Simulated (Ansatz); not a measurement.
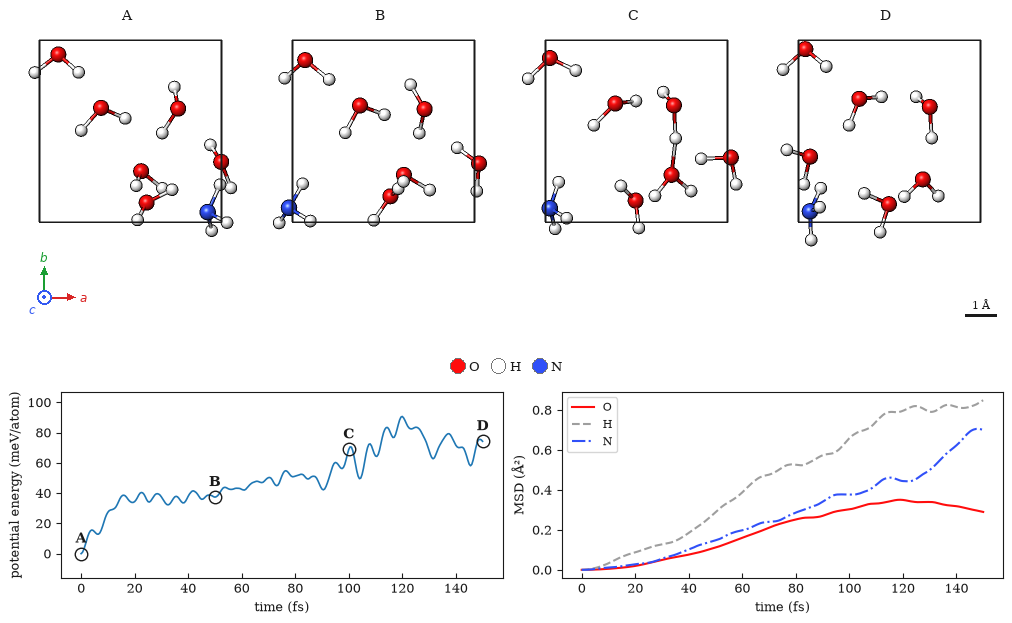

First-principles dynamics of a periodic cell with 6 H2O + 1 NH3 at 0.949 g/cm³, 150 fs long. Frames (A at 0 fs, B at 50 fs, C at 100 fs, D at 150 fs) and the history of the run. A ball-and-stick model of the simulation cell, seen along the c axis. Atoms that leave the cell re-enter on the other side.

These are results of DFT PBEsol, scalar-relativistic, plane waves, PAW (Ansatz), not measurements. Settings: plane-wave cutoff 420 eV; k-point mesh 1 × 1 × 1; Fermi-Dirac smearing 0.02 eV; Langevin thermostat (NVT); set temperature 500 K; time step 0.5 fs; H given the mass 2.014 u; friction 0.02 per fs.

Input file:
```yaml
crystal:
  lattice:
    - [6.02765, 0.0, 0.0]
    - [0.0, 6.02765, 0.0]
    - [0.0, 0.0, 6.02765]
  atoms:
    - { symbol: O, position: [0.0992125, 0.91704838, 0.2539887] }
    - { symbol: H, position: [0.2109129, 0.81875671, 0.32990809] }
    - { symbol: H, position: [-0.02971823, 0.81787051, 0.23789971] }
    - { symbol: O, position: [0.33428997, 0.62355032, 0.47808397] }
    - { symbol: H, position: [0.22484579, 0.49918466, 0.46744628] }
    - { symbol: H, position: [0.4670666, 0.5657306, 0.40504683] }
    - { symbol: O, position: [0.75767104, 0.61957509, 0.12734861] }
    - { symbol: H, position: [0.67019411, 0.48525631, 0.06357717] }
    - { symbol: H, position: [0.73696549, 0.73801952, 0.01948549] }
    - { symbol: O, position: [0.58468322, 0.1028712, 0.39889697] }
    - { symbol: H, position: [0.53477465, 0.00782687, 0.51925402] }
    - { symbol: H, position: [0.72410704, 0.17401746, 0.44694436] }
    - { symbol: O, position: [0.99445236, 0.32659949, 0.40034115] }
    - { symbol: H, position: [0.9353223, 0.41979341, 0.27911895] }
    - { symbol: H, position: [1.04780367, 0.1836083, 0.33228144] }
    - { symbol: O, position: [0.55439935, 0.27542683, 0.99035089] }
    - { symbol: H, position: [0.67108078, 0.18151877, 0.9167434] }
    - { symbol: H, position: [0.52786543, 0.19614336, 1.13191504] }
    - { symbol: "N", position: [-0.07984906, 0.0507275, 0.8131556] }
    - { symbol: H, position: [-0.01202676, 0.20084385, 0.76332998] }
    - { symbol: H, position: [0.02651502, -0.00718951, 0.93583413] }
    - { symbol: H, position: [-0.05812437, -0.05121035, 0.67670282] }
basis:
  ecutwfc: 420.0
kpoints:
  mp_grid: { grid: [1, 1, 1] }
hamiltonian:
  xc: pbesol
scf:
  occupations: { method: fermi_dirac, width: 0.02 }
  lower_state_search: "off"
md:
  timestep: 0.5
  n_steps: 300
  ensemble: nvt_langevin
  temperature: 500.0
  initial_velocities: maxwell_boltzmann
  seed: 393841
  friction: 0.02
  masses: [{ species: H, mass: 2.014 }]
```

Launched with:
```bash
ansatz run input.yaml --threads 1 --pin off --max-ram 3072MiB --backend cpu --events-out ev --progress --plain --runs-dir out
```

Describe the run.

Answer. In the second half of the run the atoms are, in the root-mean-square, this far from where they began (common drift taken out): H 0.84 Å, N 0.67 Å, O 0.55 Å. The heavy atoms stay within a fraction of a molecule's size of their starting places; so short a run doesn't tell a liquid from a solid. The mean temperature in the second half is 500 K (standard deviation 71 K). The potential energy is still drifting at the end, so the run hasn't reached equilibrium. The potential energy in the second half lies on average 65.9 meV per atom above the first frame.

Limits of the set-up: masses were changed (H 2.014 u), which shifts the vibrations; the periodic images lie only 6.0 Å apart, so the values are limited by the cell's size.

Cost: 4.7 min on 1 thread of Arm Neoverse V2, on a shared host, peak memory 0.33 GiB.
